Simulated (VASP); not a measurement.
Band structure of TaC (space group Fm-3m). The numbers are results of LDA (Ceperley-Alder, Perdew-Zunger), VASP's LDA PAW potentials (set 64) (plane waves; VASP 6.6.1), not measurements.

Unless said otherwise, spin-orbit coupling is left out, though it shifts the bands of the heavy elements here.

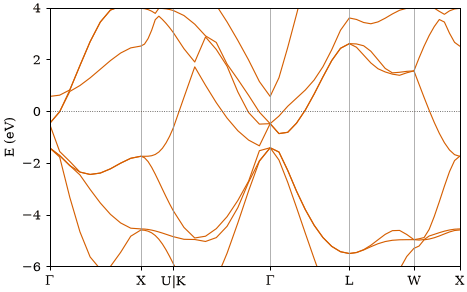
*Bands along high-symmetry lines, zero at the valence-band maximum or, without a gap, the Fermi level*

Task: Read the plot: is there a gap, and where are the band edges?

Result: It has no gap at this level: it comes out as a metal or semimetal.

The structure is a typed TaC crystal (Fm-3m). The cell was not relaxed at this level. The electron count is odd and the run is not spin-polarised, which forces a metal.
